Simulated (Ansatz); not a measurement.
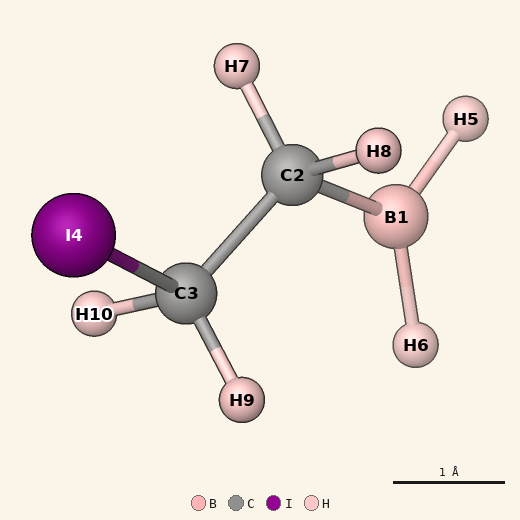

Orthographic view. Depth is shown by fading: the farther an atom, the more it takes the colour of the background. The geometry was computed by an optimisation with PBE-D4/def2-SVP. No frequency run is at hand to confirm it as a minimum.

List the bonded neighbours of every atom.

B1: C2, H5, H6
C2: B1, C3, H7, H8
C3: C2, I4, H9, H10
I4: C3
H5: B1
H6: B1
H7: C2
H8: C2
H9: C3
H10: C3
